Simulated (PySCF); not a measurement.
## A study: CH$_{2}$Cl$_{3}$SSi, doublet, SMILES `S[SiH]C(Cl)(Cl)Cl`

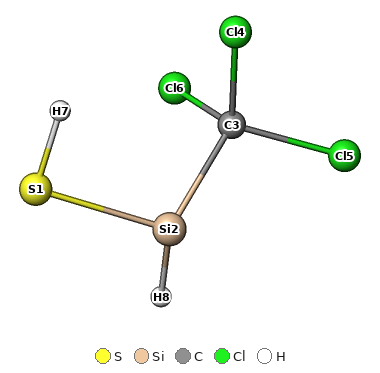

The molecule, with its atoms numbered as below. No frequency check shows the geometry to be a minimum.

Cartesian coordinates (Å):

```
S1      -2.7255    0.0206   -0.0181
Si2     -0.9572   -1.0028    0.6285
C3       0.6070   -0.0118    0.0275
Cl4      0.5831    1.6689    0.6099
Cl5      2.0764   -0.8047    0.6287
Cl6      0.6691    0.0090   -1.7645
H7      -2.3007    1.2407    0.2841
H8      -0.9189   -2.3027   -0.0197
```

Part 1: Bonding charge

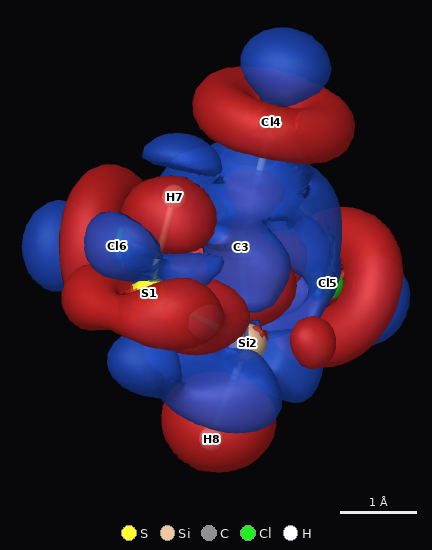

Deformation density (molecule less spherical, spin-averaged free atoms at the same positions), surfaces at ±0.04 e/Å³; red: gain, blue: loss.

Computed with PySCF, B3LYP/def2-SVP, geometry: GFN2-xTB. The stability of the open-shell solution wasn't checked. GFN2-xTB doesn't know the spin state, so this open-shell geometry is rough.

> How much density has each bond gained at its critical point, relative to the free atoms?

C3–Cl5: +0.20 e/Å³ at the bond critical point (bond length 1.77 Å, Mayer order 1.0). C3–Cl4: +0.20 e/Å³ at the bond critical point (bond length 1.78 Å, Mayer order 1.0). Si2–H8: +0.19 e/Å³ at the bond critical point (bond length 1.45 Å, Mayer order 0.9). C3–Cl6: +0.18 e/Å³ at the bond critical point (bond length 1.79 Å, Mayer order 1.0). S1–H7: +0.15 e/Å³ at the bond critical point (bond length 1.33 Å, Mayer order 0.9). Si2–C3: +0.12 e/Å³ at the bond critical point (bond length 1.95 Å, Mayer order 0.7). S1–Si2: +0.08 e/Å³ at the bond critical point (bond length 2.14 Å, Mayer order 1.2). In all, 1.9 electrons gather in the regions of gain relative to the promolecule. A small or negative value marks a very polar bond, one between electron-rich atoms, whose free-atom densities already overlap strongly, a long bond to a heavier atom, or a closed-shell contact such as a hydrogen bond.

> Where do the Hirshfeld charges lie?

The highest Hirshfeld charge is on Si2 (+0.20 e), the lowest on S1 (−0.08 e).

| atom | charge (e) |
| --- | --- |
| S1 | −0.08 |
| Si2 | +0.20 |
| C3 | +0.01 |
| Cl4 | −0.03 |
| Cl5 | −0.03 |
| Cl6 | −0.04 |
| H7 | +0.05 |
| H8 | −0.07 |

Part 2: Local ionisation energy

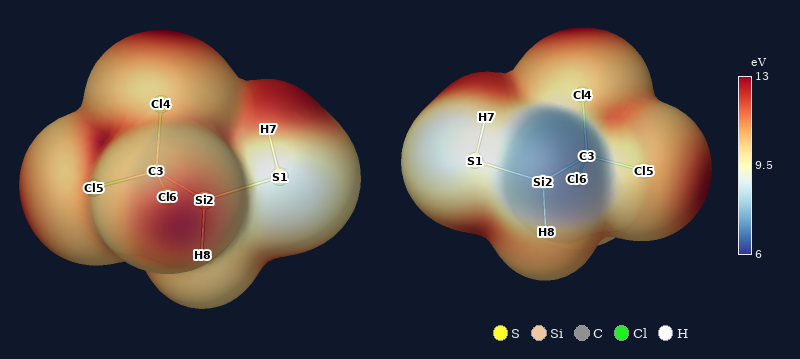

Average local ionisation energy on the surface of electron density 0.001 a.u. (back view left, front view right).

> Where are the most loosely bound electrons on this surface?

The lowest value is 7.0 eV, 2.4 Å from Si2. Further minima include 8.6 eV, 2.2 Å from S1; 8.6 eV, 2.2 Å from S1; 10.2 eV, 2.1 Å from Cl6. For comparison, the highest occupied orbital lies at −6.0 eV.

> What volume does the surface enclose, and what is the dipole moment?

About 167 Å³; the dipole moment is 0.7 D.

Part 3: Spin density

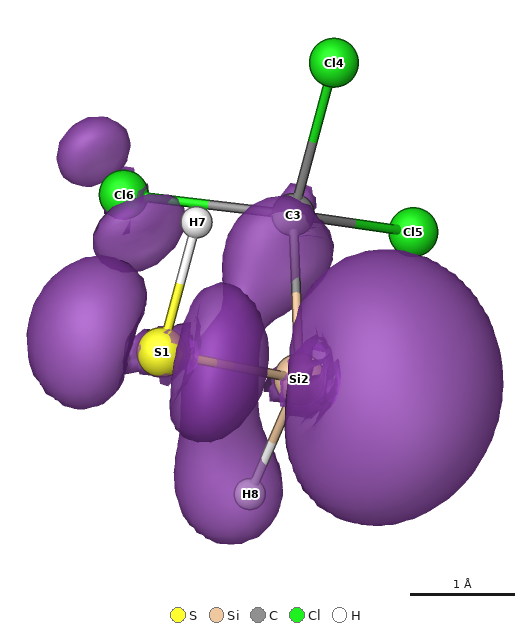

Spin density ρα − ρβ at ±0.02 e/Å³ (purple: excess α, green: excess β).

> Where is the unpaired spin?

Hirshfeld spin populations: Si2 +0.68, S1 +0.16, H8 +0.06, C3 +0.05 and Cl6 +0.04. ⟨S²⟩ = 0.75, as for a pure state.

Part 4: In an electric field

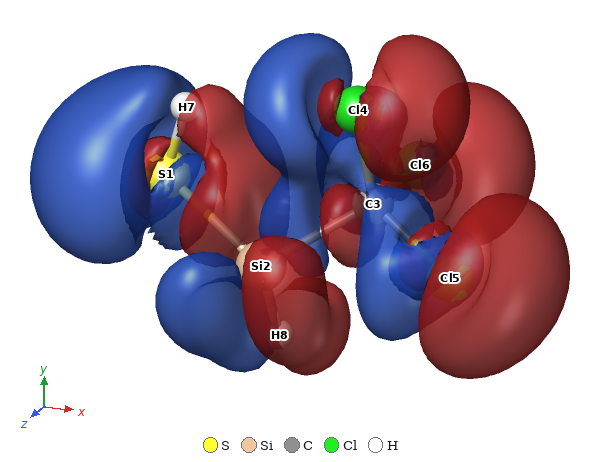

Change of the electron density in a uniform field of 0.41 V/Å, surfaces at ±0.002 e/Å³ (blue: gain, red: loss).

Computed with PySCF, TPSSh/def2-SVPD, geometry: GFN2-xTB. The stability of the open-shell solution wasn't checked. GFN2-xTB doesn't know the spin state, so this open-shell geometry is rough.

> Along which Cartesian direction does the field point?

Along +x: electrons gather on the −x side, against the field.

> How large is the response?

The induced dipole is 2.51 D (along the field); α along this axis, from the fields in both directions, is 123 bohr³ (18.3 Å³).

> Which atoms gain and lose the most charge?

Electrons gather most on S1 (Hirshfeld charge changes by −0.062 e) and leave Cl5 most (+0.047 e); 0.173 electrons are displaced in all.
